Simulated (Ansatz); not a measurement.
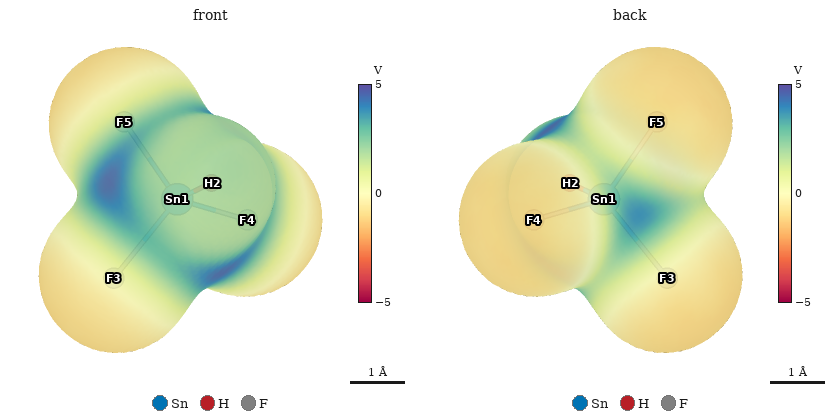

F₃HSn. The molecular electrostatic potential painted on the density surface at 0.004 e/bohr³, seen from the front and from behind; red is negative and blue positive.

Geometry: PBE0-D4/def2-TZVP; core potentials replace the inner electrons of Sn.

Theory: RKS PBE0-D4/def2-TZVP (Ansatz).

```json
{"atom": "Sn", "x (Å)": "0.0007", "y (Å)": "-0.0012", "z (Å)": "0.1187"}
{"atom": "H", "x (Å)": "0.0113", "y (Å)": "-0.0179", "z (Å)": "1.8003"}
{"atom": "F", "x (Å)": "1.7282", "y (Å)": "0.0107", "z (Å)": "-0.6505"}
{"atom": "F", "x (Å)": "-0.8739", "y (Å)": "1.5044", "z (Å)": "-0.6191"}
{"atom": "F", "x (Å)": "-0.8663", "y (Å)": "-1.4959", "z (Å)": "-0.6494"}
```

Describe the electrostatic potential map.

Answer. The most negative region (about −1.1 V) lies over F3, F4 and F5, the most positive (about +4.5 V) over Sn1.
